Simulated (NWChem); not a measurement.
**doublet [CClF3]+: levels of theory compared**

Aim: a comparison of 5 runs (UCAM-B3LYP/def2-SVPD, UB3LYP/def2-SVPD, UBHLYP/def2-SVPD, UM06-2X/def2-SVPD, UPBE0/def2-SVPD) of doublet [CClF3]+. 

The calculation is run with NWChem 7.3.0.

2 further runs of the same task are left out: 2 that didn't finish.

**1. The system as given**

[CClF3]+: 5 atoms, total charge +1, spin state doublet. As SMILES of the parent species, `FC(F)(F)Cl`. Geometry: relaxed at PBE0-D4/def2-TZVP. That shape belongs to the parent species and isn't relaxed for this state.

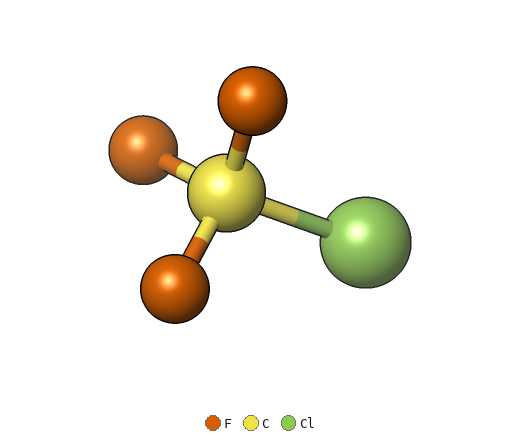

Viewed from a chosen angle; fluorine orange, carbon yellow, chlorine green.

**2. The energy at UCAM-B3LYP/def2-SVPD (run 1)**

The input, run.py:

```python
from ase import Atoms
from ase.calculators.nwchem import NWChem

system = Atoms(['F', 'C', 'F', 'F', 'Cl'], positions=[
    [0.213700, 0.019100, 1.326100],
    [-0.002200, -0.082500, 0.026100],
    [-1.249600, -0.474600, -0.167100],
    [0.811700, -0.999000, -0.468500],
    [0.276300, 1.463300, -0.758000],
])

calc = NWChem(
    label='cclf3',
    theory='dft',
    memory='2200 mb',
    basis='def2-SVPD',
    basispar='spherical bse',
    charge=1,
    dft={'xc': 'xcamb88 1.00 lyp 0.81 vwn_5 0.19 hfexch 1.00', 'cam': '0.33 cam_alpha 0.19 cam_beta 0.46', 'mult': '2', 'grid': 'fine', 'convergence': 'energy 1e-08', 'direct': None, 'iterations': '100', 'mulliken': None, 'print': 'low'},
    task='energy',
)
system.calc = calc

print("Total energy (eV):", round(system.get_potential_energy(), 6))
```

On the command line:

```
export ASE_NWCHEM_COMMAND="nwchem PREFIX.nwi > PREFIX.nwo"
python run.py
```

The program printed:

```text
Total energy (eV): -21684.996611
```

The calculator wrote cclf3.nwi:

```
title "cclf3"

permanent_dir cclf3

scratch_dir cclf3

start cclf3

geometry units angstrom nocenter noautosym noautoz
  F  2.1370000000000000e-01 1.9099999999999999e-02 1.3261000000000001e+00
  C  -2.2000000000000001e-03 -8.2500000000000004e-02 2.6100000000000002e-02
  F  -1.2496000000000000e+00 -4.7460000000000002e-01 -1.6710000000000000e-01
  F  8.1169999999999998e-01 -9.9900000000000000e-01 -4.6850000000000003e-01
  Cl 2.7629999999999999e-01 1.4633000000000000e+00 -7.5800000000000001e-01
end

charge 1

memory 2200 mb

basis spherical bse noprint
   * library def2-SVPD
end

dft
  xc xcamb88 1.00 lyp 0.81 vwn_5 0.19 hfexch 1.00
  cam 0.33 cam_alpha 0.19 cam_beta 0.46
  mult 2
  grid fine
  convergence energy 1e-08
  direct
  iterations 100
  mulliken
  print low
end

task dft energy
```

cclf3.nwo:

```text
Northwest Computational Chemistry Package (NWChem) 7.3.0
             --------------------------------------------------------

           Job information
           ---------------

    nwchem branch   = 7.3.0
    use scalapack   = T
    input           = cclf3.nwi
    prefix          = cclf3.
    data base       = cclf3/cclf3.db
    status          = startup
    nproc           =        1

           Memory information
           ------------------

    heap     =     72089600 doubles =      550.0 Mbytes
    stack    =     72089597 doubles =      550.0 Mbytes
    global   =    144179200 doubles =     1100.0 Mbytes (distinct from heap & stack)
    total    =    288358397 doubles =     2200.0 Mbytes
    verify   = yes
    hardfail = no

           Directory information
           ---------------------

  0 permanent = cclf3
  0 scratch   = cclf3

                                NWChem Input Module
                                -------------------

                                       cclf3
                                       -----

[... 25 lines left out ...]
            Nuclear Dipole moment (a.u.)
[... 81 lines left out ...]
   convergence    iter        energy       DeltaE   RMS-Dens  Diis-err    time
[... 13 lines left out ...]
         Total DFT energy =     -796.908933320648
      One electron energy =    -1587.918845240494
           Coulomb energy =      604.310948367270
    Exchange-Corr. energy =      -64.529679821807
 Nuclear repulsion energy =      251.228643374384
[... 33 lines left out ...]
    Atom       Charge   Shell Charges
 -----------   ------   -------------------------------------------------------
    1 F    9     9.00   1.98  0.98  0.57  0.11  3.18  1.75  0.22  0.01  0.20
    2 C    6     6.16   1.95  0.40  0.15  0.09  1.54  0.70  0.40  0.92
    3 F    9     8.98   1.98  0.98  0.57  0.11  3.17  1.74  0.22  0.01  0.19
    4 F    9     9.01   1.98  0.98  0.57  0.11  3.18  1.76  0.22  0.01  0.20
    5 Cl  17    15.84   2.00  1.96  0.98  0.52  0.11  5.81  2.16  1.96  0.17  0.03  0.14

     ------------------------------------------
      Spin Density - Lowdin Population Analysis
     ------------------------------------------

    Atom       Charge   Shell Charges
 -----------   ------   -------------------------------------------------------
    1 F    9     0.04   0.00  0.00 -0.00 -0.00  0.03  0.01 -0.00 -0.00  0.00
    2 C    6     0.01  -0.00 -0.00 -0.00 -0.00 -0.01  0.00 -0.00  0.03
    3 F    9     0.06   0.00  0.00 -0.00  0.00  0.05  0.01 -0.00 -0.00  0.01
    4 F    9     0.01   0.00 -0.00 -0.00 -0.00  0.01  0.00  0.00 -0.00 -0.00
    5 Cl  17     0.88   0.00  0.00  0.01 -0.00 -0.00  0.03  0.42  0.40  0.02  0.00  0.00

     --------------------------
     Expectation value of S2:
     --------------------------
      <S2> =      0.7532 (Exact =     0.7500)

 Task  times  cpu:       58.3s     wall:       58.3s
 Total times  cpu:       58.3s     wall:       58.3s
```

It took 59 s on 1 thread of AMD EPYC 9R45 (Zen 5), shared host; peak memory 0.12 GiB.

**3. A single-point energy at UB3LYP/def2-SVPD (run 2)**

The input, cclf3.nw:

```
start cclf3
memory 2200 mb
charge 1
geometry units angstroms noautosym nocenter noautoz
  F      0.213700     0.019100     1.326100
  C     -0.002200    -0.082500     0.026100
  F     -1.249600    -0.474600    -0.167100
  F      0.811700    -0.999000    -0.468500
  Cl     0.276300     1.463300    -0.758000
end
basis spherical bse
  * library def2-SVPD
end
dft
  xc b3lyp
  mult 2
  grid fine
  convergence energy 1e-08
  iterations 100
  mulliken
  noprint "final vectors analysis"
end
task dft
```

On the command line:

```
nwchem cclf3.nw > cclf3.out
```

The program printed:

```text
[...]
          Wavefunction type:  spin polarized.
          No. of atoms     :     5
          No. of electrons :    49
[...]
          Charge           :     1
          Spin multiplicity:     2
[...]
          AO basis - number of functions:   116
[...]
              XC Information
              --------------
                         B3LYP Method XC Potential
                     Hartree-Fock (Exact) Exchange  0.200
                        Slater Exchange Functional  0.800 local
                    Becke 1988 Exchange Functional  0.720 non-local
              Lee-Yang-Parr Correlation Functional  0.810
                  VWN I RPA Correlation Functional  0.190 local
[...]
 d= 0,ls=0.0,diis     1   -796.7345666647 -1.05D+03  1.15D-02  7.14D-01     1.7
[...]
 d= 0,ls=0.0,diis    13   -796.9919518830 -5.37D-09  2.43D-07  6.49D-10    19.3
[...]
         Total DFT energy =     -796.991951882989
      One electron energy =    -1588.060665840598
           Coulomb energy =      604.456459288705
    Exchange-Corr. energy =      -64.616388705480
 Nuclear repulsion energy =      251.228643374385
[...]
      Total Density - Mulliken Population Analysis
     ---------------------------------------------
    Atom       Charge   Shell Charges
 -----------   ------   -------------------------------------------------------
    1 F    9     9.25   1.99  1.16  0.77  0.08  3.33  1.78  0.12  0.01  0.01
    2 C    6     4.52   1.98  0.97 -0.27 -0.20  1.87  0.15  0.21 -0.20
    3 F    9     9.24   1.99  1.16  0.77  0.08  3.32  1.78  0.12  0.01  0.01
    4 F    9     9.26   1.99  1.16  0.77  0.08  3.33  1.79  0.12  0.01  0.00
    5 Cl  17    16.73   2.00  1.98  1.40  0.58 -0.01  5.93  2.09  2.56  0.13  0.04  0.03
[...]
      <S2> =      0.7529 (Exact =     0.7500)
[...]
```

Run time: 20 s. Hardware: 1 thread of AMD EPYC 9R45 (Zen 5), shared host; peak memory 0.12 GiB.

Runs 3 to 4 aren't shown in full; the table further down has their settings and results.

**4. A single-point energy at UPBE0/def2-SVPD (run 5)**

The input, run.py:

```python
from ase import Atoms
from ase.calculators.nwchem import NWChem

molecule = Atoms(['F', 'C', 'F', 'F', 'Cl'], positions=[
    [0.213700, 0.019100, 1.326100],
    [-0.002200, -0.082500, 0.026100],
    [-1.249600, -0.474600, -0.167100],
    [0.811700, -0.999000, -0.468500],
    [0.276300, 1.463300, -0.758000],
])

calc = NWChem(
    label='nw',
    theory='dft',
    memory='2200 mb',
    basis='def2-SVPD',
    basispar='spherical bse',
    charge=1,
    dft={'xc': 'pbe0', 'mult': '2', 'grid': 'fine', 'convergence': 'energy 1e-08', 'iterations': '100', 'mulliken': None},
    task='energy',
)
molecule.calc = calc

print("Total energy (eV):", round(molecule.get_potential_energy(), 6))
```

On the command line:

```
export ASE_NWCHEM_COMMAND="nwchem PREFIX.nwi > PREFIX.nwo"
python run.py
```

The program printed:

```text
Total energy (eV): -21674.116757
```

The calculator wrote nw.nwi:

```
title "nw"

permanent_dir nw

scratch_dir nw

start nw

geometry units angstrom nocenter noautosym noautoz
  F  2.1370000000000000e-01 1.9099999999999999e-02 1.3261000000000001e+00
  C  -2.2000000000000001e-03 -8.2500000000000004e-02 2.6100000000000002e-02
  F  -1.2496000000000000e+00 -4.7460000000000002e-01 -1.6710000000000000e-01
  F  8.1169999999999998e-01 -9.9900000000000000e-01 -4.6850000000000003e-01
  Cl 2.7629999999999999e-01 1.4633000000000000e+00 -7.5800000000000001e-01
end

charge 1

memory 2200 mb

basis spherical bse noprint
   * library def2-SVPD
end

dft
  xc pbe0
  mult 2
  grid fine
  convergence energy 1e-08
  iterations 100
  mulliken
end

task dft energy
```

nw.nwo:

```text
Northwest Computational Chemistry Package (NWChem) 7.3.0
             --------------------------------------------------------

           Job information
           ---------------

    nwchem branch   = 7.3.0
    use scalapack   = T
    input           = nw.nwi
    prefix          = nw.
    data base       = nw/nw.db
    status          = startup
    nproc           =        1

           Memory information
           ------------------

    heap     =     72089600 doubles =      550.0 Mbytes
    stack    =     72089597 doubles =      550.0 Mbytes
    global   =    144179200 doubles =     1100.0 Mbytes (distinct from heap & stack)
    total    =    288358397 doubles =     2200.0 Mbytes
    verify   = yes
    hardfail = no

           Directory information
           ---------------------

  0 permanent = nw
  0 scratch   = nw

                                NWChem Input Module
                                -------------------

                                        nw
                                        --

[... 25 lines left out ...]
            Nuclear Dipole moment (a.u.)
[... 60 lines left out ...]
  convergence criterion.
[... 16 lines left out ...]
          Convergence on density requested:  1.00D-05
[... 22 lines left out ...]
          Spatial weights used:  Erf1
[... 3 lines left out ...]
          Convergence aids based upon iterative change in
[... 84 lines left out ...]
         Total DFT energy =     -796.509106046816
[... 1 line left out ...]
           Coulomb energy =      604.402195133346
[... 1 line left out ...]
 Nuclear repulsion energy =      251.228643374384
[... 827 lines left out ...]
                     DFT Final Beta Molecular Orbital Analysis
[... 912 lines left out ...]
   alpha    101    102    103    104    105    106    107    108    109    110
    beta    101    102    103    104    105    106    107    108    109    110
 overlap   1.000  1.000  0.999  0.997  0.994  0.992  0.999  0.999  0.999  0.999

   alpha    111    112    113    114    115    116
    beta    111    112    113    114    115    116
 overlap   1.000  1.000  1.000  1.000  1.000  1.000

     --------------------------
     Expectation value of S2:
     --------------------------
      <S2> =      0.7536 (Exact =     0.7500)

 center of mass
 --------------
 x =   0.09771902 y =   0.40982600 z =  -0.23765692

 moments of inertia (a.u.)
 ------------------
         535.235365982011         -31.831316938891          16.148729194875
         -31.831316938891         364.277602143806          89.624312946891
          16.148729194875          89.624312946891         495.513831625859

     Multipole analysis of the density
     ---------------------------------

     L   x y z        total         alpha         beta         nuclear
     -   - - -        -----         -----         ----         -------
     0   0 0 0      1.000000    -25.000000    -24.000000     50.000000

     1   1 0 0      0.312116     -2.544221     -2.181861      5.038198
[... 8 lines of this table left out ...]
     2   0 0 2    -20.150507    -61.281506    -58.234859     99.365858

 Task  times  cpu:       19.4s     wall:       19.4s
 Total times  cpu:       19.4s     wall:       19.4s
```

Wall time 20 s (1 thread of AMD EPYC 9R45 (Zen 5), shared host); peak memory 0.12 GiB.

**5. The series**

```
run                 level  energy (Eh)   ⟨S²⟩  wall time
  1  UCAM-B3LYP/def2-SVPD  -796.908933  0.753       59 s
  2      UB3LYP/def2-SVPD  -796.991952  0.753       20 s
  3      UBHLYP/def2-SVPD  -796.840606  0.754       18 s
  4     UM06-2X/def2-SVPD  -796.847771  0.753       22 s
  5       UPBE0/def2-SVPD  -796.509106  0.754       20 s
```

**6. Results**

| quantity | value |
| --- | --- |
| run 5: total energy | -796.50911 Eh |
| run 5: HOMO energy (highest over α and β) | -18.62 eV |
| run 5: LUMO energy (lowest over α and β) | -15.78 eV |
| run 5: ⟨S²⟩ | 0.754 |

What this shows: Totals of different functionals can't be ranked against each other. All runs together took 2.3 min, the longest 59 s.
